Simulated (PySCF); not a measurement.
**C2H9ClGeSi: electronic excitations**

Aim: predict the electronic excitations of C2H9ClGeSi (`[SiH3][C@H](Cl)[CH2][GeH3]`).

Programs: PySCF 2.14.0, with density-fitted response routines of our own. Each step states its level of theory. These are calculated values for one molecule in the gas phase, unless marked as measured. Atoms count from 0, in the outputs and in this text.

## (1) The starting structure

14 atoms, charge 0, multiplicity 1; geometry from: GFN2-xTB.

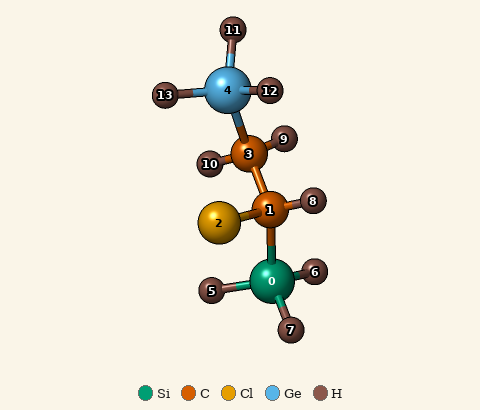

As it starts; silicon teal, carbon orange, chlorine amber, germanium blue, hydrogen brown, atoms numbered; sticks join atoms by distance.

## (2) Excited states and response: PBE0/def2-SVPD

What the job is given:

```
{"job": {"kind": "uv", "xc": "PBE0", "basis": "def2-SVPD", "nstates": 8, "ntriplets": 3}, "charge": 0, "multiplicity": 1}
Si     2.312725     0.395191    -0.322386
C      0.629494    -0.275819     0.282655
Cl     0.363679    -1.838972    -0.547974
C     -0.567916     0.601199    -0.013678
Ge    -2.251053    -0.425950     0.196679
H      2.199784     0.605859    -1.762907
H      2.564423     1.662072     0.368232
H      3.329989    -0.599927     0.000161
H      0.647411    -0.523904     1.345969
H     -0.548978     1.466375     0.651482
H     -0.512373     0.982589    -1.035168
H     -3.384861     0.511425     0.493239
H     -2.151701    -1.372423     1.348058
H     -2.631302    -1.188189    -1.026528
```

With the program's defaults for keys left out, this is: TDDFT PBE0/def2-SVPD, vertical, gas phase, core orbitals frozen in the response.

The run is started by

```console
$ OMP_NUM_THREADS=1 python probes_run.py task.json out
```

This one command runs all jobs of the session in turn.

Log:

```text
coarse grid: 52752 points
cycle   1  E = -2907.0939045278  dE = -4.148e-01  |g| = 4.181e-01  |ddm| = 4.348e+00
cycle   2  E = -2907.0923525334  dE =  1.552e-03  |g| = 4.451e-01  |ddm| = 9.448e-01
cycle   3  E = -2907.1208121246  dE = -2.846e-02  |g| = 2.873e-02  |ddm| = 4.894e-01
cycle   4  E = -2907.1209703864  dE = -1.583e-04  |g| = 1.654e-02  |ddm| = 8.142e-02
cycle   5  E = -2907.1210422831  dE = -7.190e-05  |g| = 3.514e-03  |ddm| = 2.965e-02
cycle   6  E = -2907.1210449683  dE = -2.685e-06  |g| = 1.175e-03  |ddm| = 6.191e-03
final grid: 107480 points
cycle   7  E = -2907.1209919865  dE =  3.554e-07  |g| = 1.744e-03  |ddm| = 7.562e-03
cycle   8  E = -2907.1209908468  dE =  1.140e-06  |g| = 2.699e-03  |ddm| = 6.349e-03
cycle   9  E = -2907.1209927948  dE = -1.948e-06  |g| = 1.040e-04  |ddm| = 3.947e-03
cycle  10  E = -2907.1209927980  dE = -3.188e-09  |g| = 1.422e-05  |ddm| = 2.149e-04
cycle  11  E = -2907.1209927980  dE = -5.593e-11  |g| = 4.201e-06  |ddm| = 2.903e-05
converged SCF energy = -2907.1209927980

Static polarisability (au): isotropic 96.683, principal 80.085 93.404 116.559

Singlet excitations
state   eV       nm        f      main configurations
  1   6.5049    190.6   0.00563   H->L 0.90
  2   7.0293    176.4   0.00330   H-1->L 0.84
  3   7.0472    175.9   0.00498   H->L+1 0.89
  4   7.4679    166.0   0.04107   H-2->L 0.79
  5   7.6144    162.8   0.11371   H->L+2 0.56, H->L+4 0.16, H->L+3 0.11
  6   7.6831    161.4   0.08157   H-1->L+1 0.60, H->L+3 0.22
  7   7.7238    160.5   0.03546   H->L+3 0.55, H-1->L+1 0.15, H->L+2 0.14
  8   7.8199    158.5   0.08161   H->L+4 0.71, H->L+2 0.20

Triplet excitations (Tamm-Dancoff, eV): 5.8926 6.4369 6.7505
```

It took 46 s on 1 thread of Arm Neoverse V2, shared host; peak memory 0.8 GiB.

The orbitals next to the gap, with their largest atomic shares:

| orbital | eV | atoms |
| --- | --- | --- |
| HOMO−3 | -9.38 | Ge4 31 %, H13 19 %, H11 15 % |
| HOMO−2 | -8.86 | Cl2 39 %, Ge4 15 %, C3 13 % |
| HOMO−1 | -8.53 | Cl2 60 %, Ge4 10 %, C3 8 % |
| HOMO | -7.93 | Cl2 30 %, C1 20 %, Si0 13 % |
| LUMO | -0.09 | Cl2 28 %, Si0 18 %, C1 15 % |
| LUMO+1 | 0.26 | Ge4 27 %, Cl2 15 %, Si0 12 % |
| LUMO+2 | 0.68 | Si0 38 %, H7 11 %, Ge4 10 % |

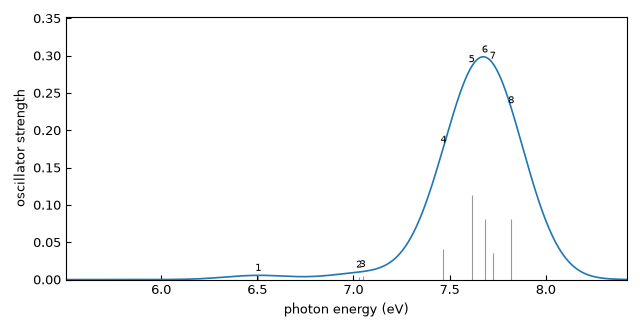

Absorption spectrum from the 8 singlet states computed; above the last one it falls off for lack of states. Lines are broadened to a width of 0.40 eV (Gaussian).

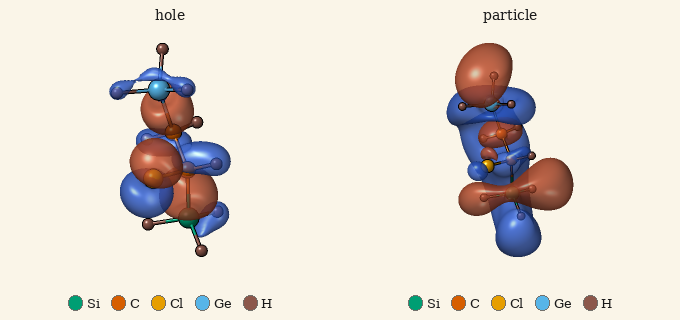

Leading natural transition orbitals of singlet state 5: the electron leaves the hole (left) for the particle orbital (right).

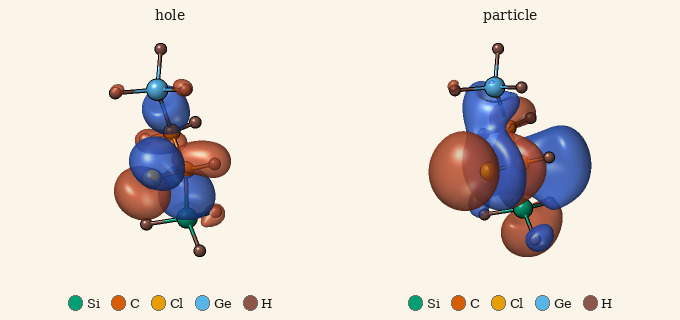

Leading natural transition orbitals of singlet state 1: the electron leaves the hole (left) for the particle orbital (right).

Ground-state properties from the same run:

| property | computed |
| --- | --- |
| dipole moment (D) | 1.84 |
| polarisability (Å³) | 14.33 |
| HOMO–LUMO gap (eV) | 7.84 |
| −ε(HOMO) (eV) | 7.93 |

Orbitals, density, ELF and potential are computed afterwards from the orbital file.

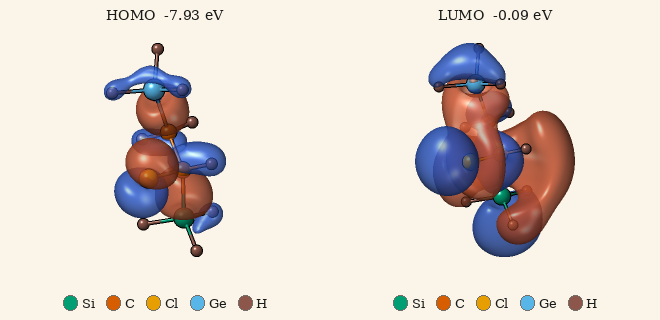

Frontier orbitals at PBE0/def2-SVPD; each surface holds 70 % of the orbital's density, blue and red mark the sign.

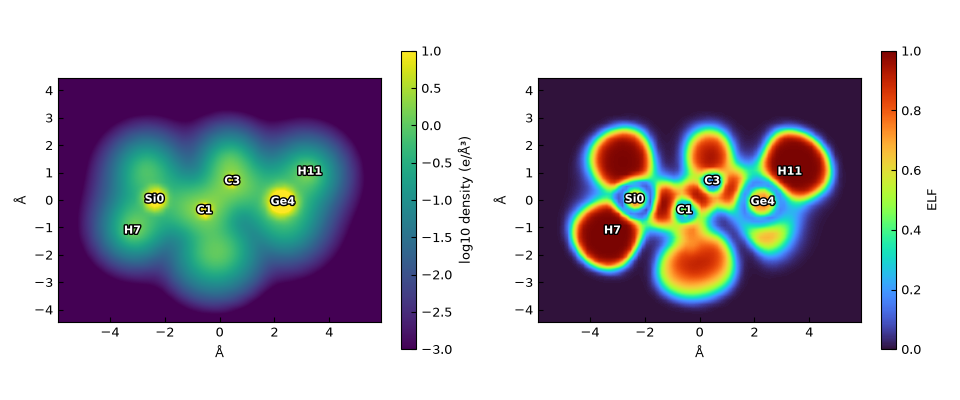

Density (left) and ELF (right) in a plane through or near 6 of the atoms.

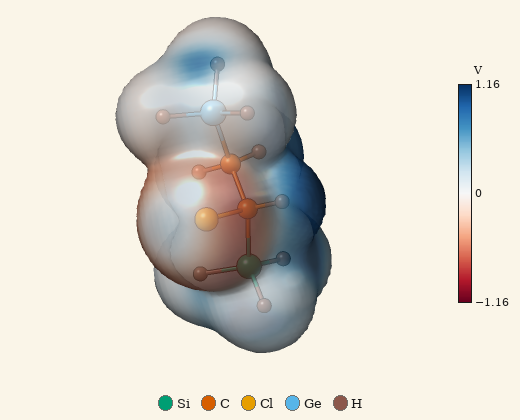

Electrostatic potential on the surface of density 0.002 e/bohr³; red is low, blue high. It runs from -0.61 V near Cl2 to 1.16 V near H8.

## (3) Results

```
                                quantity                        value
         lowest singlet (PBE0/def2-SVPD)  6.50 eV (191 nm), f = 0.006
brightest single state of those computed  state 5, 7.61 eV, f = 0.114
                          lowest triplet                      5.89 eV
   surface potential, least and greatest           -0.61 V and 1.16 V
```

In words: The first singlet state (HOMO→LUMO 0.90) lies at 6.50 eV and is weak; of the 8 states computed, the strongest absorption comes from state 5 at 7.61 eV (the last state computed is bright too, and its partners may lie past the list). The lowest triplet lies 0.61 eV below the lowest singlet (triplets in Tamm-Dancoff, singlets in full TDDFT).
